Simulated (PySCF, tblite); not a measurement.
# CH₁₀OSSi₃: geometry, infrared bands and NMR shifts

What infrared bands and NMR shifts should CH₁₀OSSi₃ (`C[Si@@H](S)[SiH2]O[SiH3]`) show?

Programs: tblite 0.8.0 and PySCF 2.14.0, with density-fitted response routines of our own. Each step states its level of theory. These are calculated values for one molecule in the gas phase, unless marked as measured. Atoms are numbered from 0 throughout.

**1. The starting structure**

16 atoms, charge 0, multiplicity 1; geometry from: force field or distance geometry start.

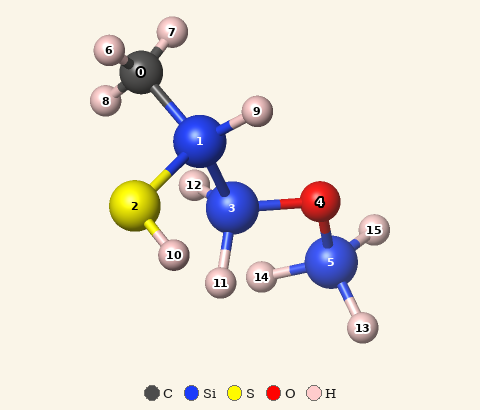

The starting geometry (carbon dark grey, silicon blue, sulfur yellow, oxygen red, hydrogen pink), atoms numbered; sticks join atoms by distance.

**2. Optimising the geometry with GFN2-xTB**

What the job is given:

```
{"job": {"kind": "relax", "xc": "GFN2-xTB", "basis": "xTB"}, "charge": 0, "multiplicity": 1}
C     -2.644800     0.710100     0.451100
Si    -1.429800    -0.661700     0.783600
S     -2.019300    -2.298300    -0.486300
Si     0.533300     0.020400     0.043400
O      1.699500     0.304100     1.282900
Si     3.138500     0.722300     0.417100
H     -3.678000     0.276300     0.469000
H     -2.508000     1.530700     1.182600
H     -2.416300     1.046300    -0.588800
H     -1.450300    -1.079600     2.190200
H     -1.291900    -3.467600    -0.218800
H      1.143000    -1.005200    -0.838200
H      0.352800     1.310000    -0.636000
H      4.068400    -0.429400     0.333100
H      2.740900     1.149100    -0.942400
H      3.754400     1.881500     1.081000
```

Launch:

```bash
OMP_NUM_THREADS=1 python probes_run.py task.json out
```

The driver reads the jobs from task.json and runs them one after another.

**Question.** This job is followed by: GFN2-xTB harmonic vibrations, gas phase; GIAO PBE0/pcSseg-1 NMR shielding, non-relativistic, gas phase. What will the session give for the following? strongest single infrared mode (GFN2-xTB); zero-point energy (GFN2-xTB); 13C shifts against TMS (PBE0/pcSseg-1); 1H shifts against TMS (PBE0/pcSseg-1, means over atoms taken as alike); 29Si shifts against TMS (PBE0/pcSseg-1); 33S shifts against CS2 (PBE0/pcSseg-1); 17O shifts against H2O (PBE0/pcSseg-1); surface potential, least and greatest.

As calculated:

```
                                                              quantity                                    value
                             strongest single infrared mode (GFN2-xTB)                    1095 cm⁻¹, 678 km/mol
                                          zero-point energy (GFN2-xTB)                            61.7 kcal/mol
                                13C shifts against TMS (PBE0/pcSseg-1)                                 -4.2 ppm
1H shifts against TMS (PBE0/pcSseg-1, means over atoms taken as alike)  5.38, 5.37, 5.33, 5.04, 0.64, -0.49 ppm
                               29Si shifts against TMS (PBE0/pcSseg-1)                  -32.8, -33.4, -40.3 ppm
                                33S shifts against CS2 (PBE0/pcSseg-1)                                 -278 ppm
                                17O shifts against H2O (PBE0/pcSseg-1)                                -10.5 ppm
                                 surface potential, least and greatest                       -1.01 V and 1.49 V
```

What this shows: The optimisation took 177 steps and gained 1.330 eV; among the close pairs (by a distance rule), O4–Si5 changed most, from 1.731 to 1.620 Å. No mode is imaginary among the 42: a minimum at this level. The strongest single mode, at 1095 cm⁻¹, moves mainly O4. Unscaled tight-binding wavenumbers are off by several per cent, some by more. Its intensities can rank the bands wrongly. At PBE0/pcSseg-1: Shielding is most anisotropic at S2 (span 282 ppm, paramagnetic term -276 ppm). At PBE0/pcSseg-1, counted by nearest atom on the grid, the HOMO lies on S2 67 %; H10 8 %, the LUMO on Si1, Si3 about 16 % each; O4 12 %.
